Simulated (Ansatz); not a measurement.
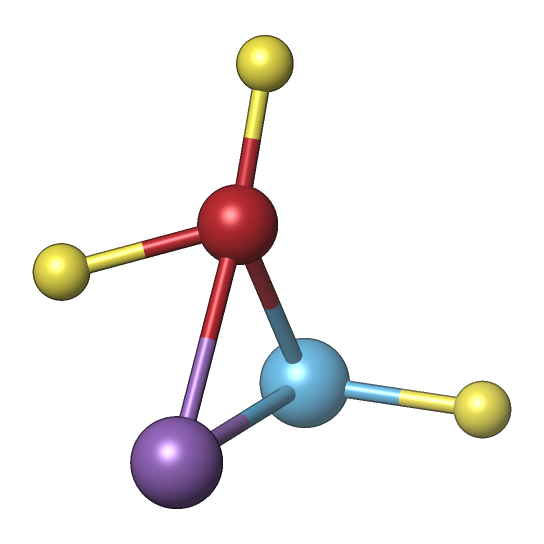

A ball-and-stick model of a molecule. Every bond is drawn as one stick, whatever its order. Colours: boron red, silicon purple, sulfur blue, hydrogen yellow.

Computed geometry: PBE0-D4/def2-TZVP optimisation. No frequency run is at hand to confirm it as a minimum.

What does the picture show?

It has 6 atoms: 1 boron, 3 hydrogen, 1 sulfur and 1 silicon (BH3SSi). This geometry has C1 symmetry. Coordination, clear cases only: 1 B see-saw; 1 S trigonal pyramidal.

More results for the same structure follow; atom numbers are the same in all pictures, views and colours differ.

Electronic properties

No frequency run is at hand to confirm it as a minimum. Method: RKS PBE0-D4/def2-TZVPP (Ansatz 0.2.0).

Computed properties:

- HOMO energy (Kohn–Sham orbital): −6.33 eV
- LUMO energy (Kohn–Sham orbital): −1.58 eV
- HOMO–LUMO gap: 4.74 eV

Dipole moment

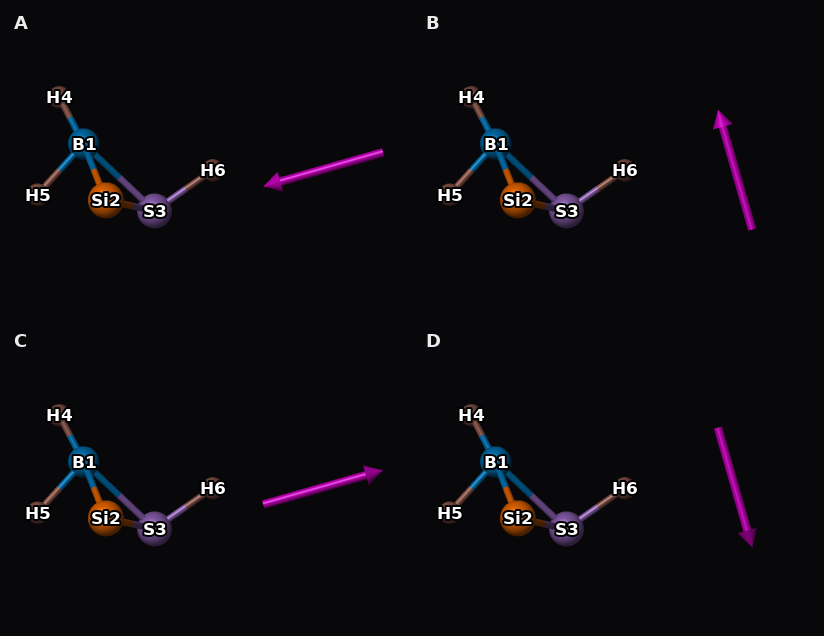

The same molecule four times, each with an arrow. No frequency run is at hand to confirm it as a minimum. Level of theory: RKS PBE0-D4/def2-TZVP (Ansatz 0.2.0).

Question: Which arrow points along the dipole moment, from the negative to the positive end?

Answer: C. The dipole moment is 0.97 D; it points from the side of H5 to the side of H6 (the outermost atoms at the two ends).

Charges

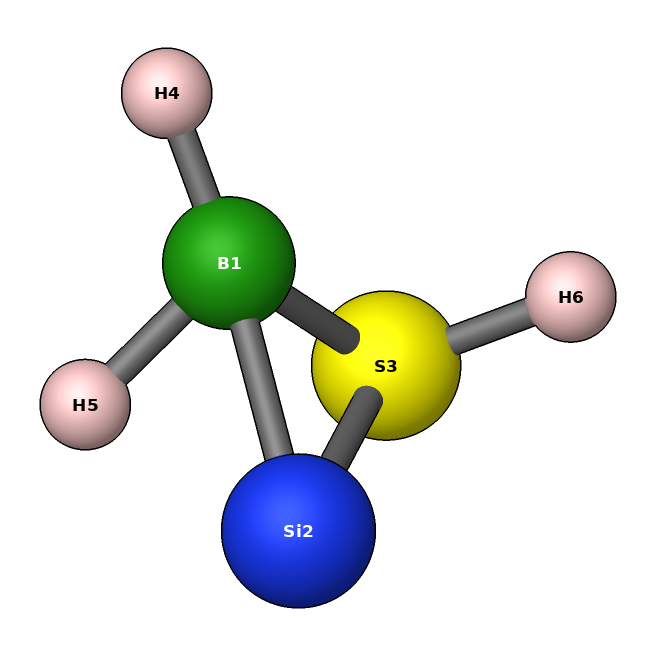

The questions are on Mulliken charges. No frequency run is at hand to confirm it as a minimum. Properties computed with RKS PBE0-D4/def2-TZVP (Ansatz 0.2.0).

Question: Which atom carries the highest charge (most positive or least negative)?

Answer: H6 (0.17 e).

Question: And the lowest?

Answer: B1, S3 (−0.13 e).

List the Mulliken charges.

| atom | value (e) |
| --- | --- |
| B1 | −0.13 |
| Si2 | −0.04 |
| S3 | −0.13 |
| H4 | 0.05 |
| H5 | 0.08 |
| H6 | 0.17 |

Mulliken values depend strongly on the basis set and can even reverse the polarity of a bond.
